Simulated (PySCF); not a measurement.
# C4H10B− (SMILES [BH3-]C/C=C\C): levels of theory compared

We compute a comparison of 4 runs (HF/STO-3G, B3LYP/6-31G*, wB97X/6-31G*, MP2/6-31G) of C4H10B−. 

Program for the calculation: PySCF 2.14.0.

**1. The system as given**

C4H10B−: 15 atoms, total charge -1, spin state singlet. As SMILES, `[BH3-]C/C=C\C`. The shape is that of a GFN2-xTB optimisation. This is one conformer, not always the lowest.

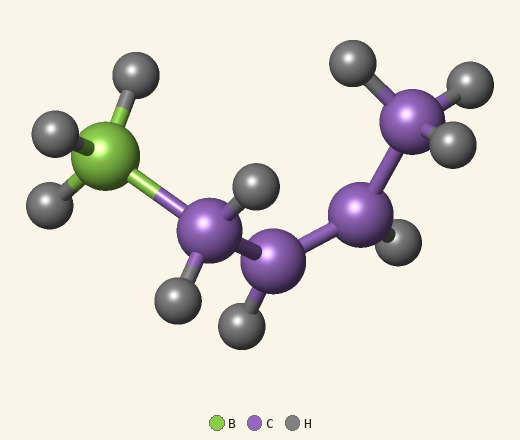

Viewed from a chosen angle; boron green, carbon purple, hydrogen grey.

**2. Energy and gradient at HF/STO-3G (run 1)**

job.py reads:

```python
# [BH3-]C/C=C\C
import pyscf.grad
from pyscf import gto

mol = gto.M(
    atom=[
    ('B', (-0.438070, 1.021700, 1.723760)),
    ('C', (0.771960, 0.652260, 0.605230)),
    ('C', (0.725720, -0.760060, 0.228690)),
    ('C', (0.142190, -1.296030, -0.845240)),
    ('C', (-0.546950, -0.494560, -1.913860)),
    ('H', (-1.537180, 0.808260, 1.241260)),
    ('H', (-0.293650, 0.351220, 2.732190)),
    ('H', (-0.337160, 2.207090, 2.004170)),
    ('H', (0.660670, 1.300470, -0.266380)),
    ('H', (1.732010, 0.881310, 1.077980)),
    ('H', (1.164460, -1.445480, 0.951030)),
    ('H', (0.126050, -2.374270, -0.979330)),
    ('H', (0.175330, 0.029820, -2.550060)),
    ('H', (-1.190480, 0.254900, -1.455040)),
    ('H', (-1.154910, -1.136650, -2.554400)),
],
    basis='sto-3g',
    verbose=4,
    charge=-1,
    max_memory=1860,
    spin=0,
)

myscf = mol.RHF()
myscf.conv_tol = 1e-10
myscf.kernel()
if not myscf.converged:
    myscf = myscf.newton().run(myscf.mo_coeff, myscf.mo_occ)

energy = myscf.e_tot
print(f'total energy: {energy:.8f} hartree')
grad = myscf.Gradients().kernel()
dip = myscf.dip_moment()
pop, q = myscf.mulliken_pop()
```

Launch:

```bash
$ OMP_NUM_THREADS=1 python job.py
```

What it wrote:

```text
PySCF version 2.14.0

[... 69 lines left out ...]
converged SCF energy = -179.664627580411
total energy: -179.66462758 hartree
[... 12 lines left out ...]
WARN: System has nonzero charge -1; the dipole moment is origin-dependent.
[... 2 lines left out ...]
Dipole moment(X, Y, Z, Debye):  1.67996, -3.41324, -6.21126
[... 12 lines left out ...]
pop of  2 C 2s            1.15724
pop of  2 C 2px           0.92604
pop of  2 C 2py           1.01073
pop of  2 C 2pz           0.94452
pop of  3 C 1s            1.99267
pop of  3 C 2s            1.11831
pop of  3 C 2px           1.09314
pop of  3 C 2py           0.92197
pop of  3 C 2pz           0.98857
pop of  4 C 1s            1.99197
pop of  4 C 2s            1.18002
pop of  4 C 2px           1.00133
pop of  4 C 2py           1.00880
pop of  4 C 2pz           0.99747
pop of  5 H 1s            1.20503
pop of  6 H 1s            1.20740
pop of  7 H 1s            1.20675
pop of  8 H 1s            1.00309
pop of  9 H 1s            1.00565
pop of  10 H 1s           0.97495
pop of  11 H 1s           0.99584
pop of  12 H 1s           0.96610
pop of  13 H 1s           0.92930
pop of  14 H 1s           0.97265
 ** Mulliken atomic charges  **
charge of    0B =      0.00028
charge of    1C =     -0.20774
charge of    2C =     -0.03153
charge of    3C =     -0.11465
charge of    4C =     -0.17960
charge of    5H =     -0.20503
charge of    6H =     -0.20740
charge of    7H =     -0.20675
charge of    8H =     -0.00309
charge of    9H =     -0.00565
charge of   10H =      0.02505
charge of   11H =      0.00416
charge of   12H =      0.03390
charge of   13H =      0.07070
charge of   14H =      0.02735
```

Wall time 4.8 s (1 thread of Intel Xeon at 2.70GHz, shared host); peak memory 0.12 GiB.

**3. Energy and forces at B3LYP/6-31G(d) (spherical functions) (run 2)**

calc.py reads:

```python
from pyscf import gto, dft

molecule = gto.M(
    atom='''
B   -0.438070   1.021700   1.723760
C    0.771960   0.652260   0.605230
C    0.725720  -0.760060   0.228690
C    0.142190  -1.296030  -0.845240
C   -0.546950  -0.494560  -1.913860
H   -1.537180   0.808260   1.241260
H   -0.293650   0.351220   2.732190
H   -0.337160   2.207090   2.004170
H    0.660670   1.300470  -0.266380
H    1.732010   0.881310   1.077980
H    1.164460  -1.445480   0.951030
H    0.126050  -2.374270  -0.979330
H    0.175330   0.029820  -2.550060
H   -1.190480   0.254900  -1.455040
H   -1.154910  -1.136650  -2.554400
''',
    basis='6-31g*',
    charge=-1,
    verbose=4,
    max_memory=1860,
)

calc0 = dft.RKS(molecule)
calc0.xc = 'b3lyp'
calc0.grids.level = 5
calc0.conv_tol = 1e-10
calc0.kernel()
if not calc0.converged:
    calc0 = calc0.newton().run(calc0.mo_coeff, calc0.mo_occ)

e_final = calc0.e_tot
print('E = %.10f Eh' % e_final)
grad = calc0.nuc_grad_method().kernel()
calc0.analyze()
```

Launch:

```bash
$ OMP_NUM_THREADS=1 python calc.py
```

What it wrote:

```text
PySCF version 2.14.0

[... 105 lines left out ...]
DFT Exchange-Correlation Energy =      -29.809615414458644
[... 10 lines left out ...]
MO #9   energy= -0.348728887538643 occ= 2
[... 8 lines left out ...]
MO #18  energy= -0.0572679100216849 occ= 2
[... 8 lines left out ...]
MO #27  energy= 0.348030967486775  occ= 0
[... 8 lines left out ...]
MO #36  energy= 0.648878903153807  occ= 0
[... 8 lines left out ...]
MO #45  energy= 0.861631931738359  occ= 0
[... 8 lines left out ...]
MO #54  energy= 1.0752974606113    occ= 0
[... 8 lines left out ...]
MO #63  energy= 1.43014944960586   occ= 0
[... 8 lines left out ...]
MO #72  energy= 1.94780859446756   occ= 0
[... 8 lines left out ...]
MO #81  energy= 2.38106825039954   occ= 0
[... 8 lines left out ...]
MO #90  energy= 3.19916685890133   occ= 0
[... 73 lines left out ...]
pop of  5 H 2s            0.00101
pop of  6 H 1s            1.08507
pop of  6 H 2s            0.00099
pop of  7 H 1s            1.08461
pop of  7 H 2s            0.00117
pop of  8 H 1s            0.93533
pop of  8 H 2s            0.00533
pop of  9 H 1s            0.93424
pop of  9 H 2s            0.00546
pop of  10 H 1s           0.92179
pop of  10 H 2s           0.00681
pop of  11 H 1s           0.93541
pop of  11 H 2s           0.00586
pop of  12 H 1s           0.91572
pop of  12 H 2s           0.00614
pop of  13 H 1s           0.87874
pop of  13 H 2s           0.00785
pop of  14 H 1s           0.92232
pop of  14 H 2s           0.00569
 ** Mulliken atomic charges  **
charge of    0B =     -0.45581
charge of    1C =     -0.25371
charge of    2C =     -0.05457
charge of    3C =     -0.19637
charge of    4C =     -0.29705
charge of    5H =     -0.08398
charge of    6H =     -0.08606
charge of    7H =     -0.08577
charge of    8H =      0.05934
charge of    9H =      0.06031
charge of   10H =      0.07139
charge of   11H =      0.05873
charge of   12H =      0.07815
charge of   13H =      0.11341
charge of   14H =      0.07198

WARN: System has nonzero charge -1; the dipole moment is origin-dependent.
Location of origin: [0. 0. 0.]

Dipole moment(X, Y, Z, Debye):  1.62173, -2.98934, -5.78918
```

Wall time 50 s (1 thread of Intel Xeon at 2.70GHz, shared host); peak memory 0.92 GiB.

Run 3 isn't shown in full; the table further down has it.

**4. Energy and gradient at MP2/6-31G (run 4)**

input.py reads:

```python
import pyscf.grad
from pyscf import gto, mp

mol = gto.M(
    atom='''
B     -0.438070     1.021700     1.723760
C      0.771960     0.652260     0.605230
C      0.725720    -0.760060     0.228690
C      0.142190    -1.296030    -0.845240
C     -0.546950    -0.494560    -1.913860
H     -1.537180     0.808260     1.241260
H     -0.293650     0.351220     2.732190
H     -0.337160     2.207090     2.004170
H      0.660670     1.300470    -0.266380
H      1.732010     0.881310     1.077980
H      1.164460    -1.445480     0.951030
H      0.126050    -2.374270    -0.979330
H      0.175330     0.029820    -2.550060
H     -1.190480     0.254900    -1.455040
H     -1.154910    -1.136650    -2.554400
''',
    spin=0,
    charge=-1,
    basis='6-31g',
    verbose=4,
    max_memory=1860,
)

mf = mol.RHF()
mf.conv_tol = 1e-10
mf.kernel()
if not mf.converged:
    mf = mf.newton().run(mf.mo_coeff, mf.mo_occ)

pt = mp.MP2(mf, frozen=5).run()
etot = pt.e_tot
print('E = %.10f Eh' % etot)
grad = pt.Gradients().kernel()
mf.analyze()
```

Launch:

```bash
$ OMP_NUM_THREADS=1 python input.py
```

What it wrote:

```text
PySCF version 2.14.0

[... 90 lines left out ...]
Total Energy =                        -181.854869302528044
[... 8 lines left out ...]
MO #2   energy= -11.0610749922445  occ= 2
[... 6 lines left out ...]
MO #9   energy= -0.549405987305964 occ= 2
[... 6 lines left out ...]
MO #16  energy= -0.300272555694428 occ= 2
[... 6 lines left out ...]
MO #23  energy= 0.409298150851173  occ= 0
[... 6 lines left out ...]
MO #30  energy= 0.550981421028372  occ= 0
[... 6 lines left out ...]
MO #37  energy= 0.867094347493838  occ= 0
[... 6 lines left out ...]
MO #44  energy= 1.09644576599759   occ= 0
[... 6 lines left out ...]
MO #51  energy= 1.34045015749195   occ= 0
[... 6 lines left out ...]
MO #58  energy= 1.50367664261901   occ= 0
[... 6 lines left out ...]
MO #65  energy= 1.97138632693951   occ= 0
[... 48 lines left out ...]
pop of  5 H 2s            0.00128
pop of  6 H 1s            1.10445
pop of  6 H 2s            0.00127
pop of  7 H 1s            1.10535
pop of  7 H 2s            0.00143
pop of  8 H 1s            0.93913
pop of  8 H 2s            0.00528
pop of  9 H 1s            0.93942
pop of  9 H 2s            0.00545
pop of  10 H 1s           0.91717
pop of  10 H 2s           0.00739
pop of  11 H 1s           0.93278
pop of  11 H 2s           0.00622
pop of  12 H 1s           0.91714
pop of  12 H 2s           0.00596
pop of  13 H 1s           0.87796
pop of  13 H 2s           0.00763
pop of  14 H 1s           0.92485
pop of  14 H 2s           0.00573
 ** Mulliken atomic charges  **
charge of    0B =     -0.39873
charge of    1C =     -0.26763
charge of    2C =     -0.03210
charge of    3C =     -0.20533
charge of    4C =     -0.28888
charge of    5H =     -0.10272
charge of    6H =     -0.10571
charge of    7H =     -0.10678
charge of    8H =      0.05559
charge of    9H =      0.05513
charge of   10H =      0.07544
charge of   11H =      0.06100
charge of   12H =      0.07689
charge of   13H =      0.11441
charge of   14H =      0.06942

WARN: System has nonzero charge -1; the dipole moment is origin-dependent.
Location of origin: [0. 0. 0.]

Dipole moment(X, Y, Z, Debye):  1.70535, -3.25067, -6.00112
```

It took 13 s on 1 thread of Intel Xeon at 2.70GHz, shared host; peak memory 0.23 GiB.

**5. Overview of the runs**

| run | level | integration grid | frozen core orbitals | energy (Eh) | HOMO energy (eV) | LUMO energy (eV) | HOMO–LUMO gap (eV) | wall time |
| --- | --- | --- | --- | --- | --- | --- | --- | --- |
| 1 | HF/STO-3G | – | – | -179.664628 | -1.52 | 13.86 | 15.38 | 4.8 s |
| 2 | B3LYP/6-31G* (spherical functions) | 5 | – | -183.280795 | -0.75 | 5.66 | 6.41 | 50 s |
| 3 | wB97X/6-31G* (spherical functions) | 5 | – | -183.221241 | -3.32 | 8.02 | 11.34 | 87 s |
| 4 | MP2/6-31G | – | 5 | -182.287822 | -3.65 | 9.65 | 13.30 | 13 s |

**6. Outcome**

| quantity | value |
| --- | --- |
| run 4: total energy | -182.28782 Eh |
| run 4: HOMO energy (Hartree–Fock orbitals) | -3.65 eV |
| run 4: LUMO energy (Hartree–Fock orbitals) | 9.65 eV |
| run 4: HOMO–LUMO gap (to an unbound level, set by the basis) | 13.30 eV |
| run 4: correlation energy (5 core orbitals frozen) | -433.0 mEh |
| run 4: largest force on an atom | 1.296 eV/Å |

**Reading.** Over runs 1, 2, 3 the HOMO–LUMO gap runs from 6.41 eV (B3LYP/6-31G*) to 15.38 eV (HF/STO-3G). The two ends differ in method and basis. The empty levels of an anion lie above zero and hang on the basis. Totals of different functionals can't be ranked against each other. In run 1 the basis is minimal, so the values are rough. All runs together took 2.6 min, the longest 87 s.
